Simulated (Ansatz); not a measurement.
## A computed series for Al: response to strain

Take Al in the fcc (Cu type) structure (space group Fm-3m, No. 225; a = 3.994 Å; relaxed with 0.1 eV smearing) as the base.

Strains are applied to the cell and any free atomic positions relax.

The values are results of r2SCAN, PAW, 500 eV (Ansatz, a first-principles code; no spin-orbit coupling), not measurements.

Notes on the quantities. energy relative to the base: free energy F.

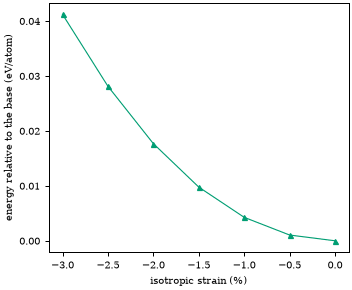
Figure. Energy relative to the base against isotropic strain

Task: From the plot, what is the energy relative to the base for isotropic strain −1.00 %?

Result: About 0.004 eV/atom.

Task: Is the trend monotonic over the range shown?

Result: Yes, it falls throughout, spanning 0 meV/atom to +41 meV/atom.

Whether these cells are dynamically stable was not tested.
